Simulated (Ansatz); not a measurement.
FeI2

Input file:

```
crystal:
  periodic: [false, false, false]
  atoms:
    - {symbol: Fe, position_ang: [-0.002590, 0.001480, 0.006890]}
    - {symbol: I, position_ang: [-2.231330, -0.331950, -0.776790]}
    - {symbol: I, position_ang: [2.233920, 0.330470, 0.769900]}
basis:
  gaussian: {orbitals: def2-TZVP, initial_orbitals: start.molden}
hamiltonian: {xc: pbe0, dispersion: d4}
scf: {omitted_lower_state_checks: [starts]}
output: {orbitals: {seedname: orbitals}}
```

Command:

```sh
ansatz run in.yaml --threads 4 --pin off --events-out ev --progress --plain --max-ram 3916MiB
```

Geometry: PBE-D4/def2-TZVP; core potentials replace the inner electrons of I.

Theory: RKS PBE0-D4/def2-TZVP in Ansatz.

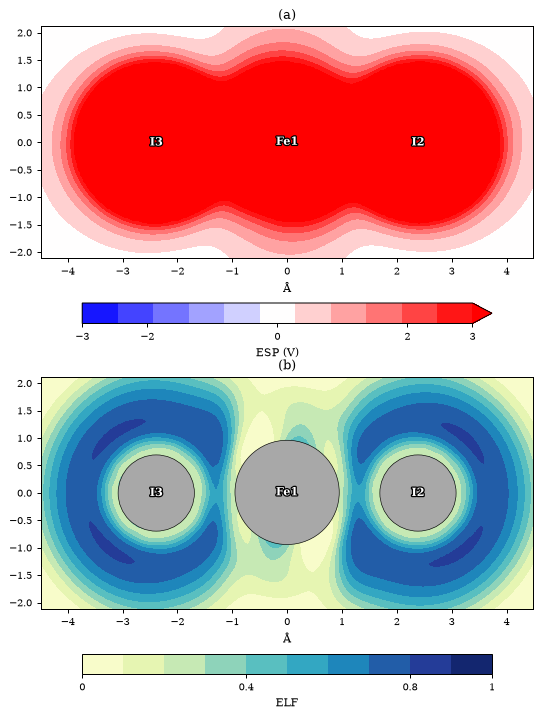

Figure 1. (a) molecular electrostatic potential; (b) electron localisation function on a plane that holds the molecular axis. Grey discs cover the atomic cores in the ELF map.

> Describe what can be read from this map.

Atoms in the plane: Fe and I.
Fe–I (2.39 Å): the ELF reaches about 0.60 near the midpoint.
The potential has no marked negative region in this plane.

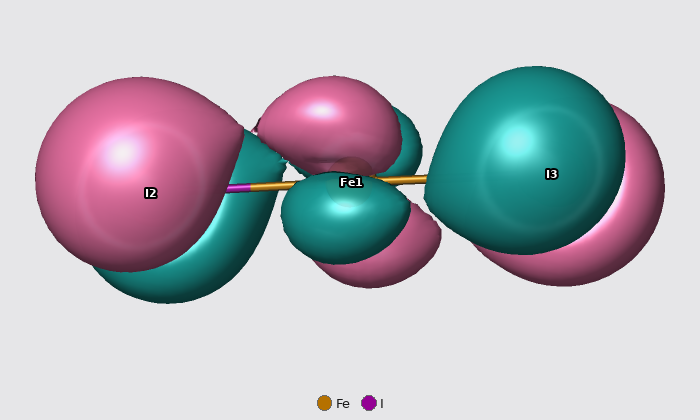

Figure 2. The HOMO at ±0.1 Å⁻³ᐟ² (teal and pink are the two phases), seen from one side.

> Where does this orbital lie, and at what energy?

Its weight (Hirshfeld) is mainly on Fe1 (about 40 %), I2 (about 30 %) and I3 (about 30 %); it is gerade (even under inversion). It is one of a degenerate set, so its orientation is arbitrary. Its energy is −8.06 eV.

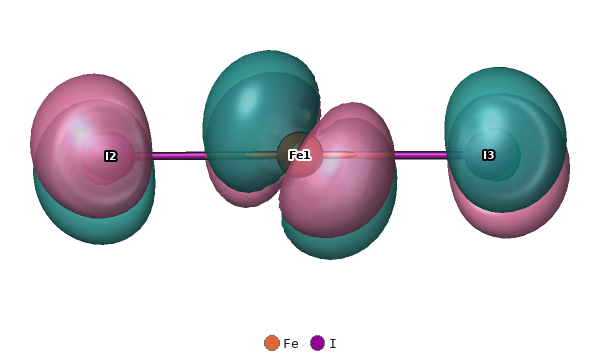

Figure 3. The LUMO at ±0.08 Å⁻³ᐟ² (teal and pink are the two phases), seen from one side.

> Describe this orbital and give its energy.

It lies mainly on Fe1 (about 80 %), I2 (about 10 %) and I3 (about 10 %); it is gerade (even under inversion). It is one of a degenerate set, so its orientation is arbitrary. Its energy is −4.27 eV.
